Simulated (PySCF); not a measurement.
C$_{5}$H$_{8}$OSSi

```yaml
atoms:
  - { symbol: C, position_ang: [-1.5393, 1.3230, -0.0041] }
  - { symbol: C, position_ang: [-1.2706, 0.0229, -0.0118] }
  - { symbol: C, position_ang: [-2.3489, -1.0094, 0.0918] }
  - { symbol: Si, position_ang: [0.4798, -0.6468, -0.1534] }
  - { symbol: O, position_ang: [1.5350, 0.4808, -0.7027] }
  - { symbol: C, position_ang: [2.6103, 0.7603, 0.0764] }
  - { symbol: C, position_ang: [2.7433, 0.1662, 1.2541] }
  - { symbol: S, position_ang: [1.4985, -0.9686, 1.7334] }
  - { symbol: H, position_ang: [-0.7627, 2.0652, -0.0851] }
  - { symbol: H, position_ang: [-2.5492, 1.6959, 0.0778] }
  - { symbol: H, position_ang: [-3.3311, -0.5481, 0.1620] }
  - { symbol: H, position_ang: [-2.3255, -1.6602, -0.7807] }
  - { symbol: H, position_ang: [-2.1864, -1.6316, 0.9702] }
  - { symbol: H, position_ang: [0.5976, -1.8494, -0.9741] }
  - { symbol: H, position_ang: [3.2943, 1.4803, -0.3416] }
  - { symbol: H, position_ang: [3.5474, 0.3283, 1.9438] }
```

Geometry: GFN2-xTB.

Theory: CAM-B3LYP/def2-SVPD, SCF density, gas phase in PySCF.

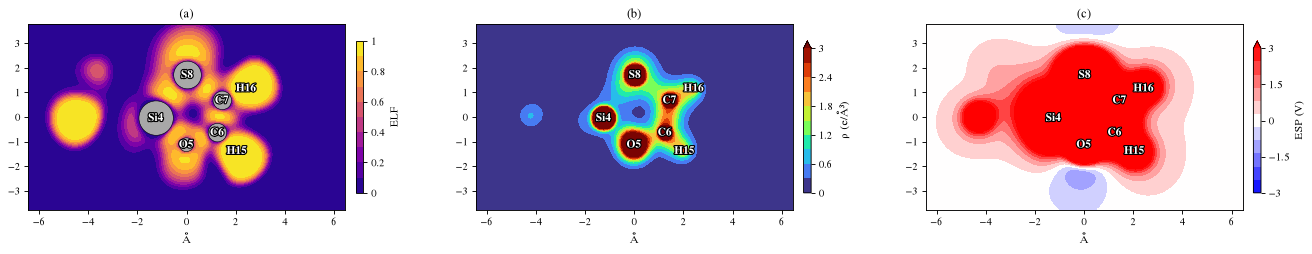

Figure 1. (a) electron localisation function; (b) electron density; (c) molecular electrostatic potential on the plane of atoms O5, C6 and H15. Grey discs cover the atomic cores in the ELF map.

> What does the map show?

Atoms in the plane: Si, O, C, S and H.
C–C (1.33 Å): the density is about 2.4 e/Å³ at the midpoint; the ELF peaks at about 0.95 between the atoms (a multiple bond).
C–O (1.36 Å): the density is about 2.3 e/Å³ at the midpoint, with its minimum of 1.9 e/Å³ about 0.5 Å from C; the ELF peaks at about 0.90 between the atoms: a shared but strongly polarised pair.
Si–O (1.64 Å): ρ is about 1.1 e/Å³ halfway; the ELF peaks at about 0.90 between the atoms: a polar covalent bond.
C–S (1.75 Å): ρ is about 1.4 e/Å³ halfway; the ELF peaks at about 0.95 between the atoms (a shared electron pair).
Si–S (2.17 Å): ρ at the midpoint is about 0.81 e/Å³; the ELF peaks at about 0.95 between the atoms; localised, covalent bonding.
The ELF also peaks beside O5 and S8, away from the bonds: lone-pair regions.
Outside the dense part of the molecule the potential is most negative (−1.3 V) near O5.

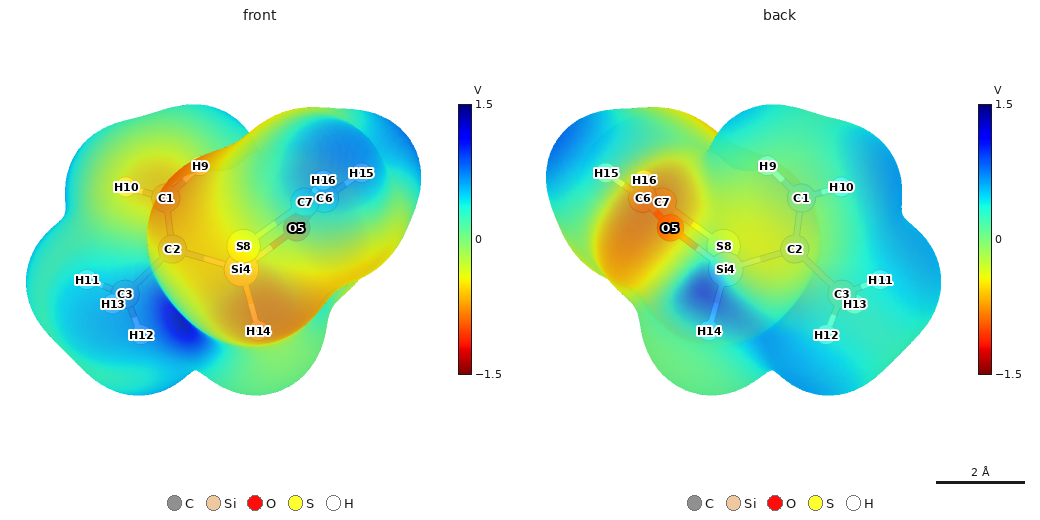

Figure 2. The molecular electrostatic potential painted on the density surface at 0.001 e/bohr³, seen from the front and from behind; the colour scale runs from red (negative) to blue (positive).

> Describe the electrostatic potential map.

The most negative region (about −0.9 V) lies over O5 and S8, the most positive (about +1.1 V) over Si4.

> What dipole moment does the calculation give?

Its dipole moment is 1.17 D.
